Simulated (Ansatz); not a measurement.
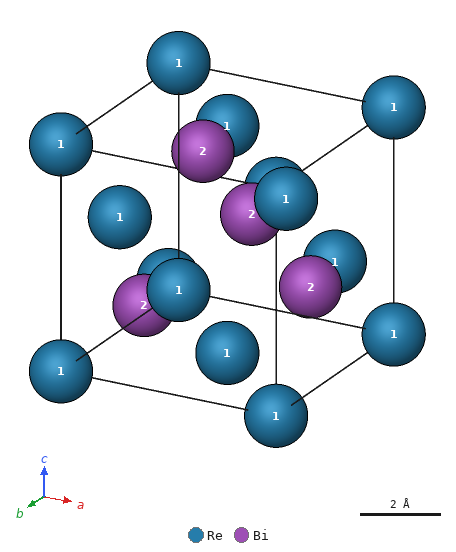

The starting point is crystalline ReBi (built on the zincblende type). A spheres-only model of the conventional cell (4 times the calculation's cell), seen from a free direction. Lengths and directions refer to the drawn axes.

Theory: DFT PBEsol, scalar-relativistic, plane waves, PAW in Ansatz. Settings: plane-wave cutoff 420 eV; k-point mesh 10 × 10 × 10; occupations gaussian; smearing width 0.05 eV; no spin polarisation.

Now this is done to it. All lengths are scaled by +1.3 % (volume +4.0 %), the atoms keeping their fractional coordinates. No relaxation follows.

Input file:
```yaml
crystal:
  lattice:
    - [0.0, 3.1080899533, 3.1080899533]
    - [3.1080899533, 0.0, 3.1080899533]
    - [3.1080899533, 3.1080899533, 0.0]
  atoms:
    - { symbol: Re, position: [0.0, 0.0, 0.0] }
    - { symbol: Bi, position: [0.25, 0.25, 0.25] }
basis:
  ecutwfc: 420
  ecutrho_ratio: 4
kpoints:
  mp_grid: { grid: [10, 10, 10] }
hamiltonian:
  xc: pbesol
scf:
  occupations: { method: gaussian, width: 0.05 }
output:
  forces: true
  stress: true
  eigenvalues: true
  write_density: true
  write_potential: true
  elf: true
  volumetric_format: npy
```

Launched with:
```bash
ansatz run input.yaml --threads 4 --pin off --max-ram 4096MiB --backend cpu --events-out ev --progress --plain --runs-dir out
```

**What does the calculation give for the changed structure?**

Among the bonded contacts that change: Bi–Re 2.657 → 2.692 Å. The space group stays F-43m (No. 216). It costs 12.8 meV per atom. The pressure goes from −0.1 to −3.3 GPa. All forces vanish by symmetry.
